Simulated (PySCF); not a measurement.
Al(H)(Br)(Vi), C2H4AlBr, SMILES [AlH]([CH]=C)[Br], PBE0/def2-SVP optimised geometry. Atoms within 1.6 Å of the plane z = 1.5 Å (x, y, z in Å): Al1 (0.26, -0.90, 0.00), H2 (1.84, -0.90, 0.00), Br3 (-0.81, -2.89, 0.00), C4 (-0.74, 0.75, 0.00), C5 (-0.09, 1.92, 0.00), H6 (-1.84, 0.79, 0.00), H7 (-0.60, 2.89, 0.00), H8 (1.01, 1.97, 0.00).

Level of theory: PBE0/def2-TZVP run with PySCF.

Map of the log10 of the electron density (e/bohr³), floored at −4 on the plane z = 1.5 Å:

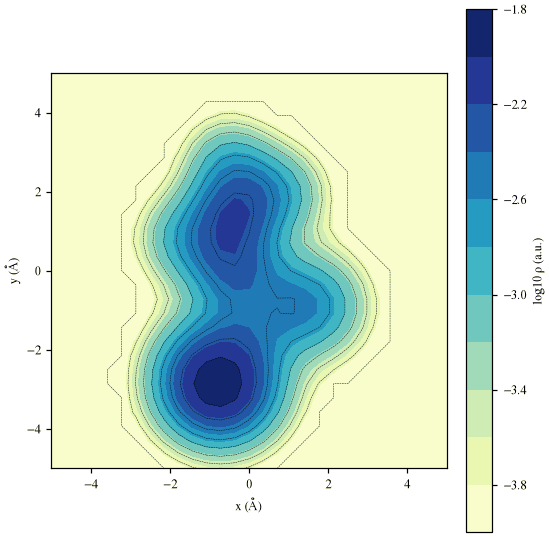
Figure: Log10 of the electron density (e/bohr³), floored at −4 on the plane z = 1.5 Å.
